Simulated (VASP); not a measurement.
Band structure of BeTe (zinc blende). Calculation: vdW-DF-cx, VASP's PBE PAW potentials (set 64) (plane waves; VASP).

Unless said otherwise, spin-orbit coupling is left out, though it shifts the bands of the heavy elements here.

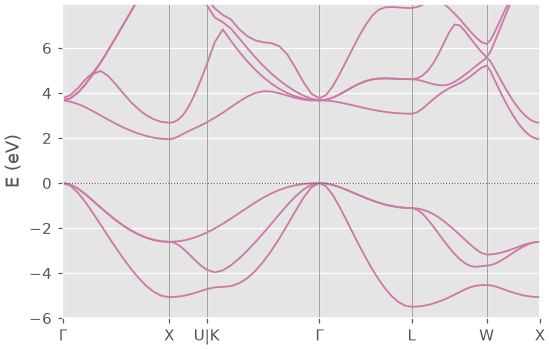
Figure: Bands along high-symmetry lines, zero at the valence-band maximum or, without a gap, the Fermi level

Q: Read the plot: is there a gap, and where are the band edges?

A: The gap is indirect, 1.95 eV, from the valence maximum at Γ to the conduction minimum at X. (Edges off the drawn lines would not show.)

Measured: gap 2.80 eV (computed value off by -0.85 eV), as given by Das et al., (2018), arXiv:1807.05623.

The compound is BeTe in the zinc blende structure. It was relaxed first.
